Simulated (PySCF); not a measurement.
HO, doublet, SMILES `[OH]`.

Computed with PySCF, PBE0/def2-SVP, geometry: GFN2-xTB. No frequency check shows the geometry to be a minimum. The stability of the open-shell solution wasn't checked. GFN2-xTB doesn't know the spin state, so this open-shell geometry is rough.

Coordinates in Å:

```
O1       0.1070    0.0000    0.0000
H2      -0.8563    0.0000    0.0000
```

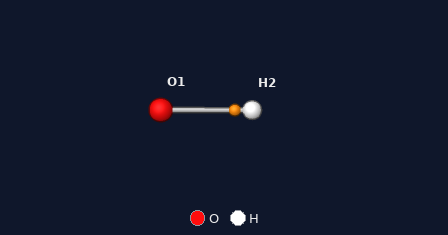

Molecular graph of the electron density (QTAIM): bond paths, bond critical points (orange), ring points (yellow, if any); weak paths are dashed.

Question: How many critical points of each kind are there, and does the count close?

Answer: 2 nuclei, 1 bond, 0 ring and 0 cage critical points: 2 − 1 + 0 − 0 = 1, as the Poincaré–Hopf relation requires.

Question: Tabulate density, Laplacian, ellipticity and energy density at the bond critical points (atomic units).

Answer:
```tsv
bond	length (Å)	ρ (a.u.)	∇²ρ (a.u.)	ε	H (a.u.)
O1–H2	0.963	0.362	−2.31	0.04	−0.651
```

Question: What kind of interaction is O1–H2?

Answer: Shared-shell (covalent): ρ = 0.362, ∇²ρ = −2.31, H = −0.651 a.u.
